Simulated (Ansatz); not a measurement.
# GeSeO: geometry relaxation (part 2 of 3)

Continued. System: GeSeO (slab, 3 atoms in the cell). Method: DFT, PBE, plane waves, PAW, no spin polarisation (Ansatz 0.2.0); cutoff 420 eV, 12×12×1 k-mesh, Fermi–Dirac smearing of 0.02 eV. 

Geometry of the input (Å; fractional positions):
```
3.1016  0.0000  0.0000
-1.5508  2.6861  0.0000
0.0000  0.0000  18.0000
Ge 0.0000  0.0000  0.5000
O  0.3333  0.6667  0.5700
Se 0.6667  0.3333  0.4300
```

### Output, continued
```
SCF iter   1: F=—  HF=-10330.203458 eV  |F-HF|=—  |Δ(HF+E_count)|=         —  Δρ=7.34e-4  dr2=4.45e-3  ethr=1.31e-5  ⟨swp⟩=2.4  Hψ=2726  notcnv=0
preconditioner: auto → LDOS  [metal: Δε(μ)=0.056 eV  Ē_g=11.423 eV  σ=0.020 eV  W_gap=0.46  n_scr=16 (ndim 8)  ℏωp=9.2 eV  f_vac=0.791  D(μ)=1.83/eV (n_scr^D=10)  β→1.0]
SCF iter   2: F=—  HF=-10330.202872 eV  |F-HF|=—  |Δ(HF+E_count)|=   5.86e-4  Δρ=2.08e-4  dr2=1.85e-4  ethr=1.24e-5  ⟨swp⟩=3.2  Hψ=712  notcnv=0
SCF iter   3: F=—  HF=-10330.202941 eV  |F-HF|=—  |Δ(HF+E_count)|=   6.95e-5  Δρ=1.24e-4  dr2=1.05e-4  ethr=5.13e-7  ⟨swp⟩=3.2  Hψ=983  notcnv=0  defer=1
SCF iter   4: F=—  HF=-10330.202916 eV  |F-HF|=—  |Δ(HF+E_count)|=   2.55e-5  Δρ=2.95e-5  dr2=5.12e-6  ethr=2.92e-7  ⟨swp⟩=3.3  Hψ=980  notcnv=0  defer=1
SCF iter   5: F=-10330.202918 eV  HF=-10330.202918 eV  |F-HF|=1.37e-8  |Δ(HF+E_count)|=   2.06e-6  Δρ=1.05e-5  dr2=1.65e-7  ethr=8.33e-10  ⟨swp⟩=12.9  Hψ=4175  notcnv=0
SCF 5 converged in 5 iterations: F = -10330.202918 eV  dr2 = 1.65e-7
relax step   5: F+E_penalty+E_count = -10330.20291769 eV  Δ(F+E_penalty+E_count) = -3.049e-3 eV  max|allowed force component| = 1.506e-2 eV/Å  Δτ_max = 0.0162 Å  P = -0.046 N/m  Ω = 263.197 Å³  energy of the carried Pulay correction = -7.863e-3 eV  fix = [c, alpha, beta]  reactions: c -0.000 N/m  (5 SCF iters, dr2 threshold 3.00e-7 eV, accepted)
Crystal: 3 atoms, lattice volume = 263.175 Å³
iter 1 solved again at ethr=2.54e-8 eV; its pass at ethr=3.10e-3 eV (dr2=9.14e-6 eV) is discarded
SCF iter   1: F=—  HF=-10330.202920 eV  |F-HF|=—  |Δ(HF+E_count)|=         —  Δρ=7.79e-5  dr2=9.13e-6  ethr=2.54e-8  ⟨swp⟩=3.7  Hψ=2603  notcnv=0
preconditioner: auto → LDOS  [metal: Δε(μ)=0.054 eV  Ē_g=11.438 eV  σ=0.020 eV  W_gap=0.46  n_scr=16 (ndim 8)  ℏωp=9.2 eV  f_vac=0.792  D(μ)=1.84/eV (n_scr^D=10)  β→1.0]
SCF iter   2: F=—  HF=-10330.202949 eV  |F-HF|=—  |Δ(HF+E_count)|=   2.94e-5  Δρ=2.71e-5  dr2=4.18e-6  ethr=2.54e-8  ⟨swp⟩=2.8  Hψ=853  notcnv=0
SCF iter   3: F=—  HF=-10330.202950 eV  |F-HF|=—  |Δ(HF+E_count)|=   4.79e-7  Δρ=8.74e-6  dr2=3.14e-7  ethr=1.16e-8  ⟨swp⟩=3.6  Hψ=893  notcnv=0
SCF iter   4: F=—  HF=-10330.202950 eV  |F-HF|=—  |Δ(HF+E_count)|=   7.89e-8  Δρ=2.40e-6  dr2=5.25e-8  ethr=8.72e-10  ⟨swp⟩=3.5  Hψ=889  notcnv=0
SCF iter   5: F=-10330.202950 eV  HF=-10330.202950 eV  |F-HF|=1.31e-8  |Δ(HF+E_count)|=   4.99e-8  Δρ=1.05e-6  dr2=4.84e-9  ethr=3.94e-11  ⟨swp⟩=12.2  Hψ=3248  notcnv=0
SCF 6 converged in 5 iterations: F = -10330.202950 eV  dr2 = 4.84e-9
relax step   6: F+E_penalty+E_count = -10330.20294967 eV  Δ(F+E_penalty+E_count) = -3.198e-5 eV  max|allowed force component| = 6.076e-3 eV/Å  Δτ_max = 0.0015 Å  P = -0.007 N/m  Ω = 263.175 Å³  energy of the carried Pulay correction = -7.856e-3 eV  fix = [c, alpha, beta]  reactions: c -0.000 N/m  (5 SCF iters, dr2 threshold 1.42e-8 eV, accepted)
Crystal: 3 atoms, lattice volume = 263.226 Å³
iter 1 solved again at ethr=1.29e-8 eV; its pass at ethr=3.10e-3 eV (dr2=4.63e-6 eV) is discarded
SCF iter   1: F=—  HF=-10330.202925 eV  |F-HF|=—  |Δ(HF+E_count)|=         —  Δρ=5.77e-5  dr2=4.75e-6  ethr=1.29e-8  ⟨swp⟩=3.1  Hψ=2728  notcnv=0
preconditioner: auto → LDOS  [metal: Δε(μ)=0.060 eV  Ē_g=11.440 eV  σ=0.020 eV  W_gap=0.49  n_scr=16 (ndim 8)  ℏωp=9.2 eV  f_vac=0.792  D(μ)=1.75/eV (n_scr^D=10)  β→1.0]
SCF iter   2: F=—  HF=-10330.202953 eV  |F-HF|=—  |Δ(HF+E_count)|=   2.85e-5  Δρ=1.60e-5  dr2=1.26e-6  ethr=1.29e-8  ⟨swp⟩=2.3  Hψ=723  notcnv=0
SCF iter   3: F=—  HF=-10330.202938 eV  |F-HF|=—  |Δ(HF+E_count)|=   1.48e-5  Δρ=6.34e-6  dr2=1.91e-7  ethr=3.49e-9  ⟨swp⟩=3.0  Hψ=918  notcnv=0
SCF iter   4: F=—  HF=-10330.202938 eV  |F-HF|=—  |Δ(HF+E_count)|=   4.02e-8  Δρ=1.93e-6  dr2=1.66e-8  ethr=5.29e-10  ⟨swp⟩=3.4  Hψ=937  notcnv=0
SCF iter   5: F=—  HF=-10330.202938 eV  |F-HF|=—  |Δ(HF+E_count)|=   3.93e-8  Δρ=7.67e-7  dr2=2.59e-9  ethr=4.62e-11  ⟨swp⟩=2.8  Hψ=760  notcnv=0
SCF iter   6: F=-10330.202938 eV  HF=-10330.202938 eV  |F-HF|=1.03e-9  |Δ(HF+E_count)|=   3.02e-9  Δρ=1.78e-7  dr2=2.34e-10  ethr=6.41e-12  ⟨swp⟩=11.3  Hψ=3041  notcnv=0
SCF 7 converged in 6 iterations: F = -10330.202938 eV  dr2 = 2.34e-10
relax step   7: F+E_penalty+E_count = -10330.20293849 eV  Δ(F+E_penalty+E_count) = +1.117e-5 eV  max|allowed force component| = 9.541e-4 eV/Å  Δτ_max = 0.0013 Å  P = +0.006 N/m  Ω = 263.226 Å³  energy of the carried Pulay correction = -7.873e-3 eV  fix = [c, alpha, beta]  reactions: c +0.000 N/m  (6 SCF iters, dr2 threshold 2.31e-9 eV, accepted)
Initial wavefunctions: pseudopotential atomic-orbital guess (no wavefunctions were taken with the density)
iter 1 solved again at ethr=1.20e-6 eV; its pass at ethr=3.10e-3 eV (dr2=4.34e-4 eV) is discarded
SCF iter   1: F=—  HF=-10330.190554 eV  |F-HF|=—  |Δ(HF+E_count)|=         —  Δρ=8.48e-4  dr2=9.22e-5  ethr=1.20e-6  ⟨swp⟩=5.7  Hψ=4505  notcnv=0
preconditioner: auto → LDOS  [metal: Δε(μ)=0.060 eV  Ē_g=11.391 eV  σ=0.020 eV  W_gap=0.49  n_scr=16 (ndim 8)  ℏωp=9.2 eV  f_vac=0.792  D(μ)=1.74/eV (n_scr^D=10)  β→1.0]
SCF iter   2: F=—  HF=-10330.216398 eV  |F-HF|=—  |Δ(HF+E_count)|=   2.58e-2  Δρ=1.31e-4  dr2=4.05e-5  ethr=2.56e-7  ⟨swp⟩=4.1  Hψ=968  notcnv=0  defer=1
SCF iter   3: F=—  HF=-10330.216319 eV  |F-HF|=—  |Δ(HF+E_count)|=   7.91e-5  Δρ=3.35e-5  dr2=1.83e-6  ethr=1.13e-7  ⟨swp⟩=3.1  Hψ=707  notcnv=0  defer=1
SCF iter   4: F=—  HF=-10330.216330 eV  |F-HF|=—  |Δ(HF+E_count)|=   1.16e-5  Δρ=1.27e-5  dr2=5.49e-7  ethr=5.09e-9  ⟨swp⟩=3.1  Hψ=766  notcnv=0  defer=1
SCF iter   5: F=—  HF=-10330.216331 eV  |F-HF|=—  |Δ(HF+E_count)|=   3.69e-7  Δρ=7.18e-6  dr2=1.18e-7  ethr=1.52e-9  ⟨swp⟩=1.9  Hψ=498  notcnv=0  defer=1
SCF iter   6: F=—  HF=-10330.216332 eV  |F-HF|=—  |Δ(HF+E_count)|=   1.63e-6  Δρ=1.46e-6  dr2=6.03e-9  ethr=3.28e-10  ⟨swp⟩=2.8  Hψ=635  notcnv=0  defer=1
SCF iter   7: F=—  HF=-10330.216333 eV  |F-HF|=—  |Δ(HF+E_count)|=   1.97e-7  Δρ=2.77e-7  dr2=1.94e-10  ethr=1.67e-11  ⟨swp⟩=3.2  Hψ=774  notcnv=0  defer=1
SCF iter   8: F=—  HF=-10330.216333 eV  |F-HF|=—  |Δ(HF+E_count)|=   3.99e-8  Δρ=7.80e-8  dr2=2.86e-11  ethr=1.00e-12  ⟨swp⟩=2.6  Hψ=767  notcnv=0  defer=1
SCF iter   9: F=-10330.216333 eV  HF=-10330.216333 eV  |F-HF|=8.55e-11  |Δ(HF+E_count)|=   2.18e-9  Δρ=2.40e-8  dr2=1.68e-12  ethr=1.00e-12  ⟨swp⟩=11.1  Hψ=2634  notcnv=0
SCF 8 converged in 9 iterations: F = -10330.216333 eV  dr2 = 1.68e-12
relax step   8: F+E_penalty+E_count = -10330.21633268 eV  Δ(F+E_penalty+E_count) = -1.339e-2 eV  max|allowed force component| = 2.481e-3 eV/Å  Δτ_max = 0.0000 Å  P = +0.265 N/m  Ω = 263.226 Å³  fix = [c, alpha, beta]  reactions: c +0.000 N/m  stress off target by 2.65e-1 N/m on what of the cell is left free  SCF on the basis re-selected at this cell (its energy is not comparable with the rows above)  (9 SCF iters)
basis re-selected at this cell: Δ(F+E_penalty+E_count) = -1.339e-2 eV, ΔP = +0.258 N/m vs the last step (what re-selecting the basis moved, of the pressure what is left beyond the Pulay correction that the steps carried, after the strain that the cell walked since its last selection, with what the two solves' SCF thresholds leave and, on support functions, any second-order correction that the steps lacked; it is no measure of the basis error at this ecutwfc). This SCF's stress stands 2.65e-1 N/m from its target on what of the cell is left free (relax.cell.stress_2d_tol is 5.00e-2 N/m) and its largest allowed force component is 2.48e-3 eV/Å (relax.f_tol is 5.00e-3 eV/Å): not within both, so this SCF does not close the relaxation
Crystal: 3 atoms, lattice volume = 264.418 Å³
iter 1 solved again at ethr=3.42e-7 eV; its pass at ethr=3.10e-3 eV (dr2=1.23e-4 eV) is discarded
SCF iter   1: F=—  HF=-10330.216350 eV  |F-HF|=—  |Δ(HF+E_count)|=         —  Δρ=3.19e-4  dr2=1.27e-4  ethr=3.42e-7  ⟨swp⟩=4.1  Hψ=2978  notcnv=0
preconditioner: auto → LDOS  [insulator: Δε(μ)=0.067 eV  Ē_g=11.429 eV  σ=0.020 eV  W_gap=0.57  n_scr=16 (ndim 8)  ℏωp=9.1 eV  f_vac=0.792  D(μ)=1.44/eV (n_scr^D=8)  ε∞_Penn≈1.6  β→1.0]
SCF iter   2: F=—  HF=-10330.216337 eV  |F-HF|=—  |Δ(HF+E_count)|=   1.35e-5  Δρ=1.26e-4  dr2=6.86e-5  ethr=3.42e-7  ⟨swp⟩=2.5  Hψ=739  notcnv=0
SCF iter   3: F=—  HF=-10330.216299 eV  |F-HF|=—  |Δ(HF+E_count)|=   3.82e-5  Δρ=5.41e-5  dr2=7.58e-6  ethr=1.91e-7  ⟨swp⟩=3.4  Hψ=848  notcnv=0
SCF iter   4: F=—  HF=-10330.216298 eV  |F-HF|=—  |Δ(HF+E_count)|=   4.80e-7  Δρ=7.02e-6  dr2=2.07e-7  ethr=2.10e-8  ⟨swp⟩=3.2  Hψ=727  notcnv=0
SCF iter   5: F=-10330.216299 eV  HF=-10330.216298 eV  |F-HF|=6.11e-8  |Δ(HF+E_count)|=   2.32e-7  Δρ=2.51e-6  dr2=1.86e-8  ethr=3.10e-10  ⟨swp⟩=13.8  Hψ=3646  notcnv=0
SCF 9 converged in 5 iterations: F = -10330.216299 eV  dr2 = 1.86e-8
relax step   9: F+E_penalty+E_count = -10330.21629854 eV  Δ(F+E_penalty+E_count) = +3.414e-5 eV  max|allowed force component| = 2.361e-2 eV/Å  Δτ_max = 0.0067 Å  P = +0.074 N/m  Ω = 264.418 Å³  energy of the carried Pulay correction = -3.697e-4 eV  fix = [c, alpha, beta]  reactions: c +0.000 N/m  (5 SCF iters, dr2 threshold 1.12e-7 eV, accepted)
Crystal: 3 atoms, lattice volume = 264.490 Å³
iter 1 solved again at ethr=6.94e-8 eV; its pass at ethr=3.10e-3 eV (dr2=2.50e-5 eV) is discarded
SCF iter   1: F=—  HF=-10330.216301 eV  |F-HF|=—  |Δ(HF+E_count)|=         —  Δρ=1.23e-4  dr2=2.37e-5  ethr=6.94e-8  ⟨swp⟩=2.9  Hψ=2398  notcnv=0
preconditioner: auto → LDOS  [insulator: Δε(μ)=0.068 eV  Ē_g=11.420 eV  σ=0.020 eV  W_gap=0.56  n_scr=16 (ndim 8)  ℏωp=9.1 eV  f_vac=0.792  D(μ)=1.47/eV (n_scr^D=8)  ε∞_Penn≈1.6  β→1.0]
SCF iter   2: F=—  HF=-10330.216327 eV  |F-HF|=—  |Δ(HF+E_count)|=   2.58e-5  Δρ=7.93e-5  dr2=2.09e-5  ethr=6.60e-8  ⟨swp⟩=3.2  Hψ=751  notcnv=0
SCF iter   3: F=—  HF=-10330.216326 eV  |F-HF|=—  |Δ(HF+E_count)|=   1.19e-6  Δρ=1.61e-5  dr2=7.07e-7  ethr=5.81e-8  ⟨swp⟩=2.5  Hψ=649  notcnv=0  defer=1
SCF iter   4: F=—  HF=-10330.216326 eV  |F-HF|=—  |Δ(HF+E_count)|=   1.05e-8  Δρ=3.82e-6  dr2=5.88e-8  ethr=1.96e-9  ⟨swp⟩=3.0  Hψ=823  notcnv=0
SCF iter   5: F=-10330.216326 eV  HF=-10330.216326 eV  |F-HF|=1.25e-8  |Δ(HF+E_count)|=   2.56e-8  Δρ=1.10e-6  dr2=7.63e-9  ethr=9.68e-11  ⟨swp⟩=12.8  Hψ=3359  notcnv=0
SCF 10 converged in 5 iterations: F = -10330.216326 eV  dr2 = 7.63e-9
relax step  10: F+E_penalty+E_count = -10330.21632569 eV  Δ(F+E_penalty+E_count) = -2.715e-5 eV  max|allowed force component| = 4.771e-3 eV/Å  Δτ_max = 0.0020 Å  P = +0.014 N/m  Ω = 264.490 Å³  energy of the carried Pulay correction = -3.923e-4 eV  fix = [c, alpha, beta]  reactions: c +0.000 N/m  (5 SCF iters, dr2 threshold 3.49e-8 eV, accepted)
iter 1 solved again at ethr=7.68e-7 eV; its pass at ethr=3.10e-3 eV (dr2=2.77e-4 eV) is discarded
SCF iter   1: F=—  HF=-10330.214601 eV  |F-HF|=—  |Δ(HF+E_count)|=         —  Δρ=8.68e-5  dr2=5.01e-7  ethr=7.68e-7  ⟨swp⟩=5.0  Hψ=4366  notcnv=0
eigensolver tolerance schedule: the retry pair's looser diagonalisation over-reported the residual by 551.36 of it (diagonalisation noise at 0.16 of the residual, at the tolerance the schedule requests for it); recorded, not acted on — ethr = c·dr2/N_el stays at c = 1.0e-1
preconditioner: auto → LDOS  [insulator: Δε(μ)=0.068 eV  Ē_g=11.400 eV  σ=0.020 eV  W_gap=0.56  n_scr=16 (ndim 8)  ℏωp=9.1 eV  f_vac=0.792  D(μ)=1.47/eV (n_scr^D=8)  ε∞_Penn≈1.6  β→1.0]
SCF iter   2: F=—  HF=-10330.216730 eV  |F-HF|=—  |Δ(HF+E_count)|=   2.13e-3  Δρ=8.09e-6  dr2=1.59e-7  ethr=1.39e-9  ⟨swp⟩=4.6  Hψ=1382  notcnv=0
SCF iter   3: F=—  HF=-10330.216724 eV  |F-HF|=—  |Δ(HF+E_count)|=   6.42e-6  Δρ=5.19e-6  dr2=6.76e-8  ethr=4.41e-10  ⟨swp⟩=3.1  Hψ=771  notcnv=0
SCF iter   4: F=—  HF=-10330.216729 eV  |F-HF|=—  |Δ(HF+E_count)|=   4.82e-6  Δρ=1.86e-6  dr2=8.02e-9  ethr=1.88e-10  ⟨swp⟩=3.0  Hψ=782  notcnv=0
SCF iter   5: F=—  HF=-10330.216730 eV  |F-HF|=—  |Δ(HF+E_count)|=   1.33e-6  Δρ=5.38e-7  dr2=6.95e-10  ethr=2.23e-11  ⟨swp⟩=2.4  Hψ=716  notcnv=0
SCF iter   6: F=—  HF=-10330.216730 eV  |F-HF|=—  |Δ(HF+E_count)|=   1.84e-7  Δρ=1.08e-7  dr2=2.41e-11  ethr=1.93e-12  ⟨swp⟩=3.0  Hψ=706  notcnv=0
SCF iter   7: F=-10330.216730 eV  HF=-10330.216730 eV  |F-HF|=1.04e-10  |Δ(HF+E_count)|=   1.45e-8  Δρ=8.54e-9  dr2=2.64e-13  ethr=1.00e-12  ⟨swp⟩=11.4  Hψ=2787  notcnv=0
SCF 11 converged in 7 iterations: F = -10330.216730 eV  dr2 = 2.64e-13
relax step  11: F+E_penalty+E_count = -10330.21673041 eV  Δ(F+E_penalty+E_count) = -4.047e-4 eV  max|allowed force component| = 4.748e-3 eV/Å  Δτ_max = 0.0000 Å  P = +0.016 N/m  Ω = 264.490 Å³  fix = [c, alpha, beta]  reactions: c +0.000 N/m  stress off target by 1.63e-2 N/m on what of the cell is left free  SCF on the basis re-selected at this cell (its energy is not comparable with the rows above)  (7 SCF iters)
```

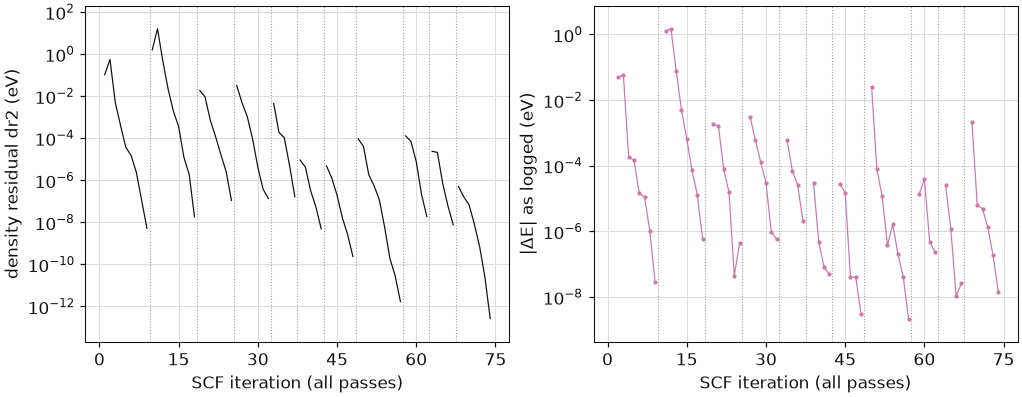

**Figure 1.** Convergence of the self-consistent field: density residual dr2 and size of the energy change against the SCF iteration. The dotted lines part the SCF passes of the relaxation: geometry steps, rejected trials and re-solves on a re-selected basis. The 11 passes take 5 to 9 iterations each, 74 in all.

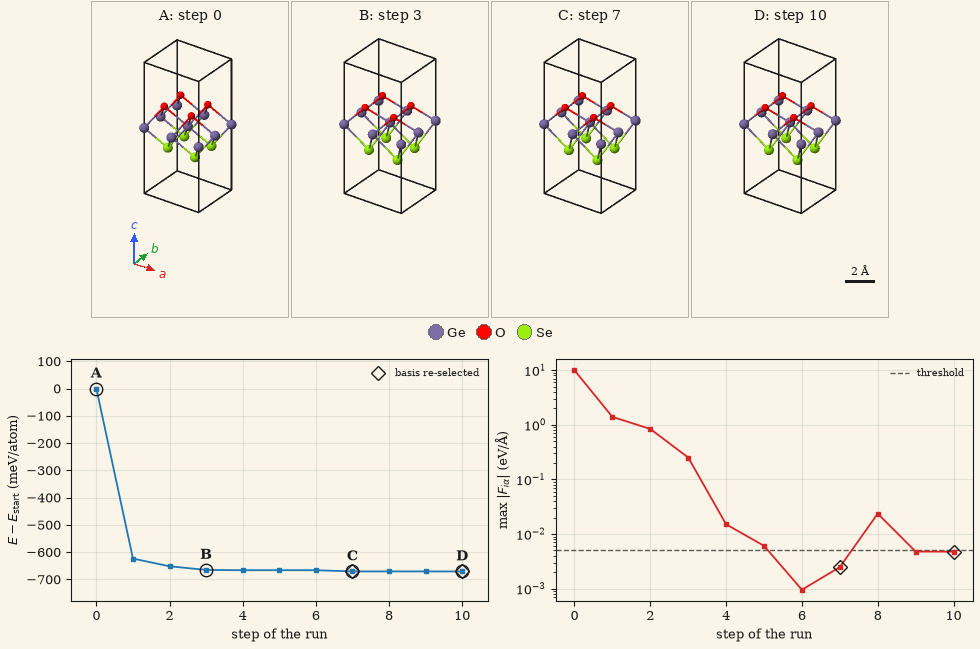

**Figure 2.** Frames of the relaxation (ball-and-stick view of the 2 × 2 repeat of the cell, with the vacuum cut short, seen slightly off an axis) above the curves, on which the letters mark them (the first geometry is step 0 here and step 1 in the log).
